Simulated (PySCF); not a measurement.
```xyz
16

C    -1.0306   -1.2108    0.4463
C    -0.8966    0.1060   -0.2483
C    -1.8393    1.0330   -0.1391
F    -1.7506    2.2352   -0.7569
C     0.4003    0.3548   -0.9833
C     1.4541    0.6623    0.0216
N     2.0848   -0.4022    0.6667
H    -0.1777   -1.3657    1.1057
H    -1.0395   -2.0191   -0.2847
H    -1.9457   -1.2571    1.0304
H    -2.7547    0.9441    0.4263
H     0.6748   -0.5334   -1.5581
H     0.2786    1.1996   -1.6629
H     1.3579    1.5613    0.6069
H     2.8491   -0.1317    1.2684
H     2.3275   -1.1673    0.0497
```

Geometry: GFN2-xTB.

Computed with UKS B3LYP, pcH-1 on C F H N, non-relativistic, mean-field spin-orbit, GIAO (PySCF).

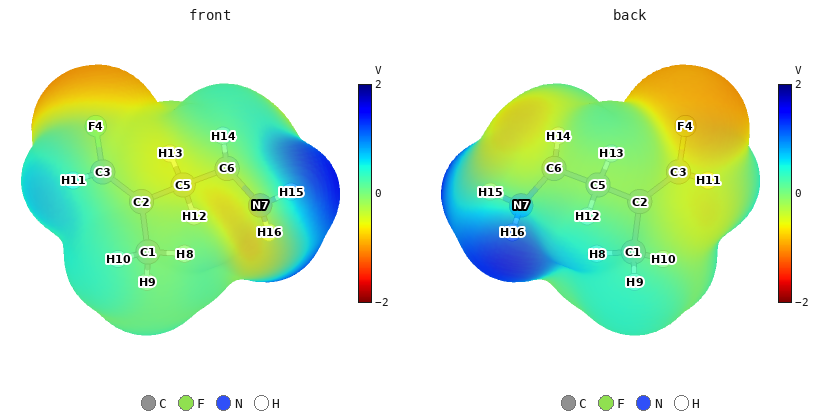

C₅H₉FN (SMILES C/C(=C/F)C[CH]N) (doublet). The molecular electrostatic potential painted on the density surface at 0.001 e/bohr³, seen from the front and from behind; the colour scale runs from red (negative) to blue (positive).

Describe the electrostatic potential map.

Answer. The most negative region (about −1.0 V) lies over F4, the most positive (about +1.5 V) over H15 and H16.
